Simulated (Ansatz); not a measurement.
Consider GaN in the wurtzite structure (space group P6_3mc, No. 186; a = 3.183 Å, c = 5.185 Å).

One thing is altered: a hydrostatic pressure of 1.8 GPa.

Calculations: Kohn–Sham DFT with the PBEsol functional, run in Ansatz (a quantum-chemistry and plane-wave program) with PAW and 420 eV plane waves, spin-orbit coupling left out.

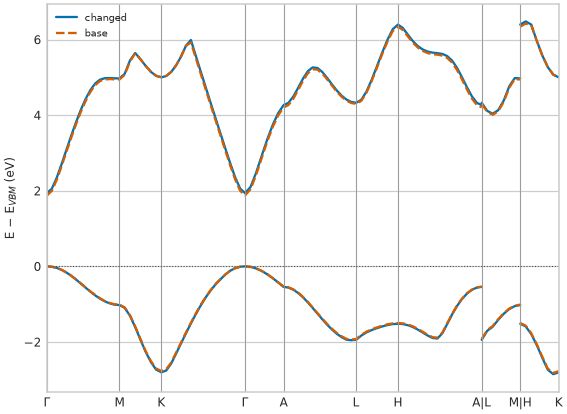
Figure: Highest valence and lowest conduction band along the path, each from its own valence-band maximum

Question: From the figure, how large is the changed gap, and is it direct?

Answer: About 1.9 eV, direct at Γ.

Load acts through the strain it causes; cell and atoms are relaxed under it. Stability against distortions was not tested.
